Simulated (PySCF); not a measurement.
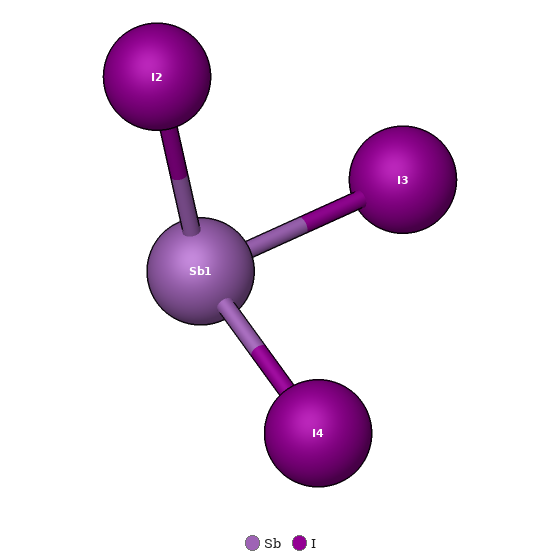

The molecule: SbI₃, singlet.

Unscaled harmonic wavenumbers and double-harmonic intensities, PBE0/def2-SVP (ECP) in PySCF 2.14.0, isolated molecule. The structure is the lowest point that the starts tried gave, with the shape that electron-pair counting expects. Degenerate modes count as one line, with their intensities summed. Lorentzian lines of 10 cm⁻¹ full width. Close modes add up in the curve.

### Predict the infrared spectrum.

The most intense lines (point group C3v) lie at 198.8 cm⁻¹ (70.4 km/mol, e) and 197.8 cm⁻¹ (5.1 km/mol, a1). It has no imaginary mode, so it is a minimum.

```
 cm⁻¹  km/mol  symmetry
 54.0     0.1    e (×2)
 74.5     0.3        a1
197.8     5.1        a1
198.8    70.4    e (×2)
```

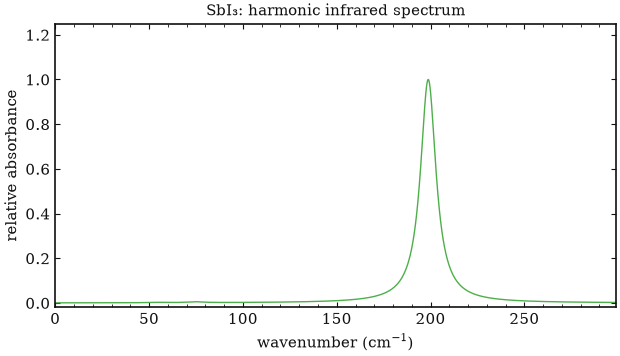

Known limits of this run: double-zeta basis on some or all atoms.
